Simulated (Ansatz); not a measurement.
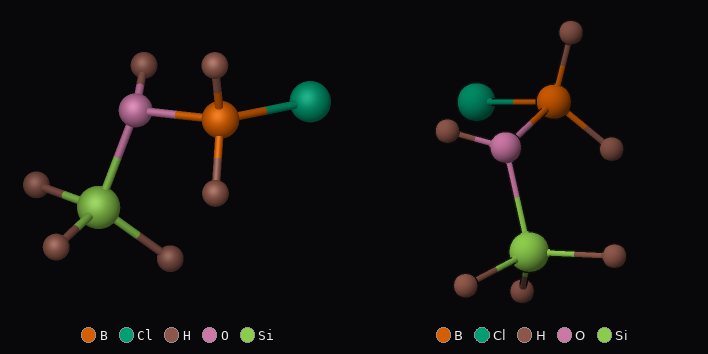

Both panels show the same species.

Computed geometry: PBE0-D4/def2-TZVP optimisation.

What does the picture show?

The molecule is BClH6OSi. The point group is C1. Coordination, clear cases only: 1 B tetrahedral; 1 Si tetrahedral.

The parts below concern this one geometry. Atoms keep their numbers from picture to picture.

Shape

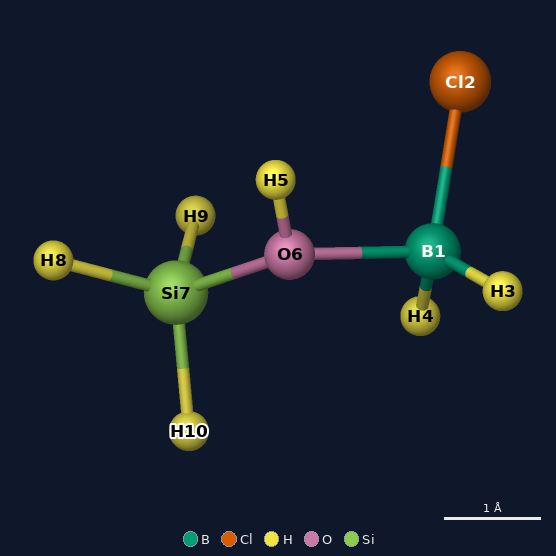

The atoms are numbered.

What are the angles Cl2–B1–H3, Cl2–B1–H4, Cl2–B1–O6, H3–B1–O6, H4–B1–O6, B1–O6–H5, B1–O6–Si7, H5–O6–Si7, O6–Si7–H8, O6–Si7–H9, O6–Si7–H10?

| angle | degrees |
| --- | --- |
| Cl2–B1–H3 | 113.0 |
| Cl2–B1–H4 | 112.6 |
| Cl2–B1–O6 | 104.2 |
| H3–B1–O6 | 106.3 |
| H4–B1–O6 | 101.9 |
| B1–O6–H5 | 110.0 |
| B1–O6–Si7 | 112.4 |
| H5–O6–Si7 | 118.1 |
| O6–Si7–H8 | 104.0 |
| O6–Si7–H9 | 109.9 |
| O6–Si7–H10 | 105.6 |

Electronic properties

Level of theory: RKS r2SCAN-D4/def2-TZVPP (Ansatz 0.2.0).

Give the dispersion correction at this level.

Answer. −4.9 kJ/mol.

Dipole moment

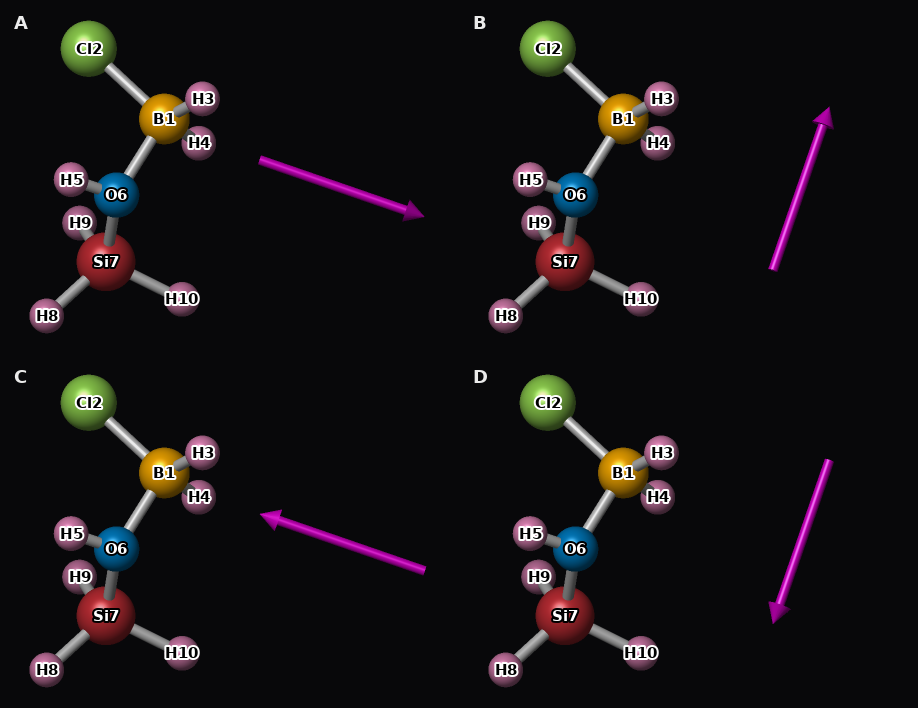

The same molecule four times, each with an arrow. Level of theory: RKS PBE0-D4/def2-TZVP (Ansatz 0.2.0).

Which arrow points along the dipole moment, from the negative to the positive end?

Answer. D. The dipole moment is 4.59 D; it points from the side of Cl2 to the side of H8 (the outermost atoms at the two ends).

Vibrations

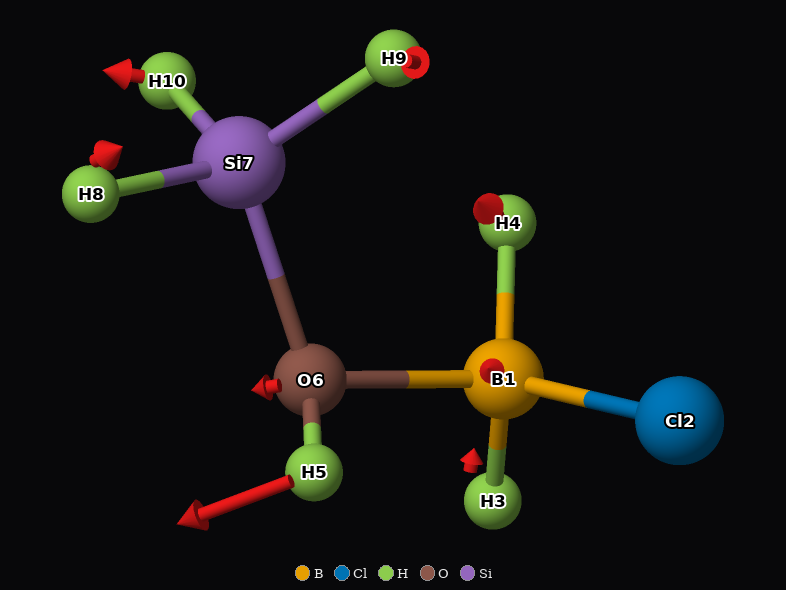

The arrows show one normal mode. Harmonic vibrations computed with RKS PBE0-D4/def2-TZVP (Ansatz 0.2.0) at a stationary point of the same level.

Estimate its harmonic wavenumber.

Answer. 273 cm⁻¹; it is mode 4 of 24 counted from the lowest.

Charges

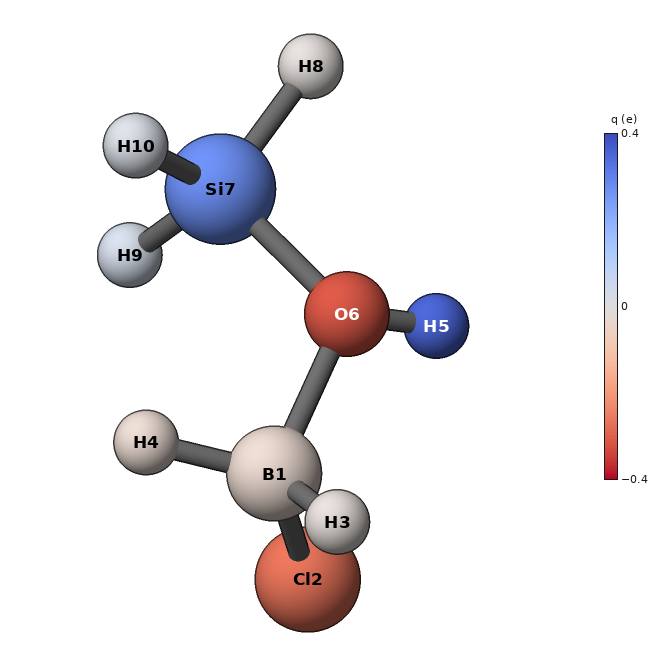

Atoms are coloured by their Mulliken charges. Properties computed with RKS PBE0-D4/def2-TZVP (Ansatz 0.2.0).

List the Mulliken charges.

```csv
atom,value (e)
B1,−0.03
Cl2,−0.27
H3,−0.01
H4,−0.03
H5,0.35
O6,−0.31
Si7,0.27
H8,−0.01
H9,0.03
H10,0.02
```

Mulliken values depend strongly on the basis set and can even reverse the polarity of a bond.
